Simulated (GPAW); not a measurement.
# What relaxation does to the transmission of 10 junctions

A junction put together from bond lengths is quick to compute. How far is its transmission from that of the relaxed structure, and is geometry or basis the larger error?

Set-up. Relaxation in the dzp basis, within the symmetry of the start (GPAW, PBE, forces under 0.05 eV/Å; an orbital basis tends to overbind), lead ends held. Transmission: GPAW 26.7.0 in a basis of numerical atomic orbitals with PAW setups; lead and junction are solved self-consistently in repeated cells 9 Å or more across, their Hamiltonian and overlap matrices go into Green's functions with semi-infinite leads (ASE), and T is the Landauer transmission at zero bias, at the junction cell's Fermi level, for one spin or as the mean of both where a run is spin-polarised.

What came out:

| junction | largest move (Å) | T as built, dzp | T relaxed, dzp | T relaxed, sz |
| --- | --- | --- | --- | --- |
| hexatriene-1,6-dithiol between two Cu chains | 1.35 | 6.7e−05 | 3.0e−06 | 3.0e−06 |
| Al chain with a Pt atom on top of one atom | 1.19 | 0.864 | 0.753 | 0.765 |
| Pb chain with an H atom on top of one atom | 0.57 | 2.2 | 2.14 | 2.13 |
| CN in line between two Ti chains | 0.33 | 2.01 | 0.242 | 0.264 |
| Nb chain with one O atom in line | 0.26 | 3.59 | 0.81 | 0.976 |
| H2 in line between two Sn chains | 0.24 | 2.01 | 1.15 | 1.12 |
| thiophene-2,5-dithiol between two Cu chains | 0.20 | 9.6e−04 | 3.5e−04 | 0.00102 |
| In chain with one Li atom in line | 0.05 | 0.63 | 0.547 | 0.555 |
| C2 in line between two Li chains | 0.04 | 0.0113 | 0.00792 | 0.0317 |
| In chain with a P atom bridging one bond | 0.04 | 0.602 | 0.599 | 0.601 |

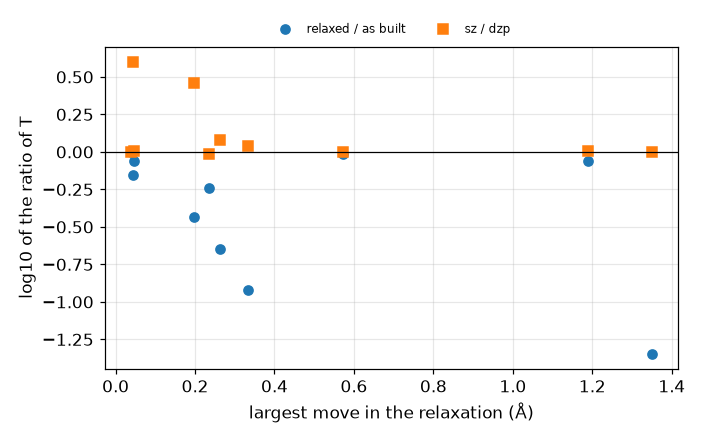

Change of T by relaxation and by the smaller basis.

What this shows: Relaxation raises T in 0 junctions, lowers it in 8 and leaves it within 5 % in 2. The largest change as a ratio is for hexatriene-1,6-dithiol between two Cu chains, from 6.7e−05 to 3.0e−06. Moves over 0.6 Å, in 2 junctions, go beyond an adjustment of bond lengths: chain atoms buckled, a molecule turned or bonds were remade. In 8 of 10 cases the geometry matters more than the step from dzp to the minimal basis. The link between the largest move and the size of the change (r = 0.45) is weak or rests on one or two junctions.

What the numbers leave out: The cell length was held, so a junction may stay under tension or compression; the symmetry of the start was kept, and lower structures may exist. An evenly spaced straight chain is an idealisation of an electrode: free chains dimerise or zigzag, and their density of states has sharper edges than a bulk metal's. No run was spin-polarised, so magnetic states weren't tested. Spin-orbit coupling is left out, which matters for the heavier atoms here. Junctions whose dzp lead is shut at the Fermi level or whose end layer misses the lead by over 0.25 eV were left out, as were moves over 1.5 Å.
